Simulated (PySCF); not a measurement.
# C2H3F3 (1,1,1-trifluoroethane) at 4 levels

Wanted: a comparison of 4 runs (B3LYP/cc-pVDZ, PBE0/cc-pVDZ, SVWN5/cc-pVDZ, r2SCAN/cc-pVDZ) of C2H3F3 (1,1,1-trifluoroethane). Input form: a Python script.

The calculation is run with PySCF 2.14.0.

5 further runs of the same task are left out: 1 that didn't finish, 4 set aside as unsound or not needed.

**1. The structure to begin with**

The species is C2H3F3 (8 atoms), meant as a singlet with charge 0. As SMILES, `CC(F)(F)F`. The C1–C2 distance was set to 2.245 Å, away from the relaxed value. At this shape a bond of the SMILES string is far longer than usual.

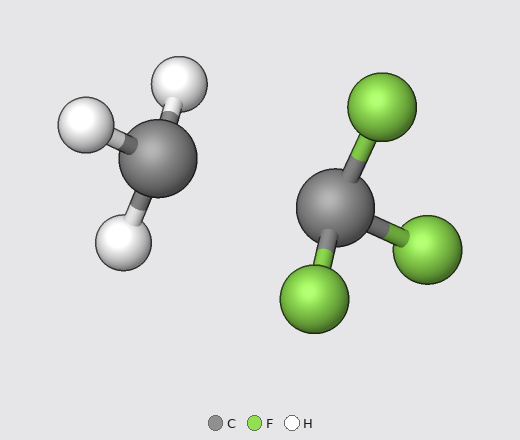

The structure, seen from a chosen angle (carbon grey, fluorine green, hydrogen white).

**2. The energy at B3LYP/cc-pVDZ (run 1)**

Contents of calc.py:

```python
from pyscf import gto, dft

molecule = gto.M(
    atom='''
C     -1.201938    -0.267208     0.919129
C      0.557600     0.109900    -0.423700
F      1.692800    -0.382000     0.093900
F      0.395200    -0.458200    -1.627700
F      0.754200     1.420300    -0.629900
H     -1.028138     0.210092     1.882529
H     -1.324538    -1.340308     1.058829
H     -2.099138     0.147392     0.461629
''',
    spin=0,
    max_memory=1860,
    basis='cc-pvdz',
    verbose=3,
    charge=0,
)

calc0 = dft.RKS(molecule)
calc0.xc = 'b3lyp'
calc0.grids.level = 5
calc0.conv_tol = 1e-10
calc0.kernel()
if not calc0.converged:
    calc0 = calc0.newton().run(calc0.mo_coeff, calc0.mo_occ)

etot = calc0.e_tot
print('Final energy', etot)
```

On the command line:

```sh
OMP_NUM_THREADS=1 python calc.py
```

Output:

```text
converged SCF energy = -377.479063277487
Final energy -377.4790632774874
```

It took 14 s on 1 thread of Intel Xeon 6975P-C (Granite Rapids), shared host; peak memory 0.43 GiB.

**3. A single-point energy at PBE0/cc-pVDZ (run 2)**

Contents of input.py:

```python
from pyscf import gto, dft

molecule = gto.M(
    atom='''
C   -1.201938  -0.267208   0.919129
C    0.557600   0.109900  -0.423700
F    1.692800  -0.382000   0.093900
F    0.395200  -0.458200  -1.627700
F    0.754200   1.420300  -0.629900
H   -1.028138   0.210092   1.882529
H   -1.324538  -1.340308   1.058829
H   -2.099138   0.147392   0.461629
''',
    charge=0,
    spin=0,
    max_memory=1860,
    basis='cc-pvdz',
    verbose=3,
)

mf = dft.RKS(molecule, xc='pbe0')
mf.grids.level = 5
mf.conv_tol = 1e-10
mf.kernel()
if not mf.converged:
    mf = mf.newton().run(mf.mo_coeff, mf.mo_occ)

energy = mf.e_tot
print(f'total energy: {energy:.8f} hartree')
```

On the command line:

```sh
OMP_NUM_THREADS=1 python input.py
```

Output:

```text
converged SCF energy = -377.10280208254
total energy: -377.10280208 hartree
```

Run time: 17 s. Hardware: 1 thread of Intel Xeon 6975P-C (Granite Rapids), shared host; peak memory 0.43 GiB.

Run 3 isn't shown in full; the table further down has it.

**4. The energy at r2SCAN/cc-pVDZ (run 4)**

Contents of job.py:

```python
from pyscf import gto, dft

molecule = gto.M(
    atom='''
C     -2.271334    -0.504950     1.736902
C      1.053711     0.207681    -0.800677
F      3.198928    -0.721875     0.177445
F      0.746820    -0.865873    -3.075907
F      1.425231     2.683978    -1.190338
H     -1.942899     0.397016     3.557464
H     -2.503014    -2.532815     2.000897
H     -3.966796     0.278531     0.872352
''',
    charge=0,
    unit='bohr',
    max_memory=1860,
    verbose=4,
    basis='cc-pvdz',
)

calc0 = dft.RKS(molecule)
calc0.xc = 'r2scan'
calc0.conv_tol = 1e-10
calc0.grids.level = 5
calc0.kernel()
if not calc0.converged:
    calc0 = calc0.newton().run(calc0.mo_coeff, calc0.mo_occ)

energy = calc0.e_tot
print('E = %.10f Eh' % energy)
```

On the command line:

```sh
OMP_NUM_THREADS=1 python job.py
```

Output:

```text
PySCF version 2.14.0

[... 81 lines left out ...]
converged SCF energy = -377.31526244874
E = -377.3152624487 Eh
```

Wall time 22 s (1 thread of Intel Xeon 6975P-C (Granite Rapids), shared host); peak memory 0.44 GiB.

**5. The series**

| run | level | energy (Eh) | dipole moment (D) | HOMO energy (eV) | LUMO energy (eV) | wall time |
| --- | --- | --- | --- | --- | --- | --- |
| 1 | B3LYP/cc-pVDZ | -377.479063 | 1.93 | -8.19 | -1.50 | 14 s |
| 2 | PBE0/cc-pVDZ | -377.102802 | 1.96 | -8.46 | -1.24 | 17 s |
| 3 | SVWN5/cc-pVDZ | -374.858169 | 1.57 | -7.26 | -2.32 | 9.9 s |
| 4 | r2SCAN/cc-pVDZ | -377.315262 | 1.77 | -7.45 | -2.13 | 22 s |

**6. Results**

| quantity | value |
| --- | --- |
| run 4: total energy | -377.31526 Eh |
| run 4: dipole moment | 1.77 D |
| run 4: HOMO energy | -7.45 eV |
| run 4: LUMO energy | -2.13 eV |
| run 4: HOMO–LUMO gap | 5.32 eV |

**Reading.** The dipole moment (its size) runs from 1.57 D (SVWN5/cc-pVDZ) to 1.96 D (PBE0/cc-pVDZ). The HOMO–LUMO gap runs from 4.94 eV (SVWN5/cc-pVDZ) to 7.23 eV (PBE0/cc-pVDZ). Totals of different functionals can't be ranked against each other. All runs together took 63 s, the longest 22 s.
